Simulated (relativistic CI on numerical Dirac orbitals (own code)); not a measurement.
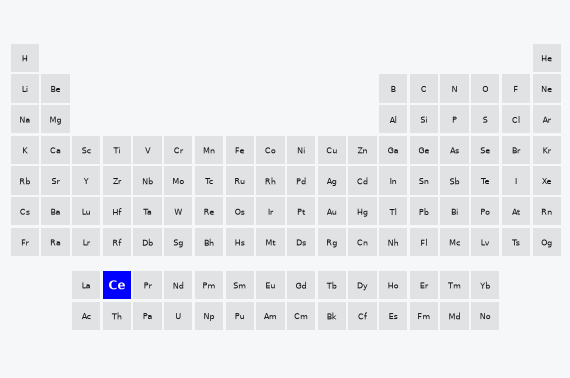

**Figure 1.** The place of cerium in the periodic table.

Relativistic CI calculation, with input and output: Ce

Ce. Level asked for: Dirac-Coulomb-Breit CI, KLI orbitals optimised for each configuration, model QED (radiative potential, 1s self-energy scaled to tabulated hydrogen-like ionisation energies), numerical settings as typed (relativistic CI on numerical Dirac orbitals, in-house).

## The input
```
atom Ce  Z=58  charge=0  electrons=58
nucleus A=140  rms_radius_fm=4.8771
hamiltonian dirac-coulomb  breit=on  qed=on  c_scale=1
orbitals kli  potential=per-configuration
slater_scale 1
correlation none
mixing on
grid step=0.0125 r_max=259.4
scf mixing=0.4 start=green max_iterations=52 tolerance=1e-14 node_fill=0.05
configurations
  [Xe] 4f 5d 6s2
end
```

Hardware: 1 CPU thread, shared host.

Launched within a batch (the task file carries these settings):
```bash
python <driver script> task.json out
```

The program writes its results to a structured record and prints no log; tables and figures of this report are taken from that record.

## Outcome

- outcome: not converged

## What went wrong

This input holds a deliberate fault: tolerance. The run did not meet its convergence test, so its last values are not results. To bear in mind: SCF of 1s2 2s2 2p6 3s2 3p6 3d10 4s2 4p6 4d10 4f 5s2 5p6 5d 6s2 did not converge.
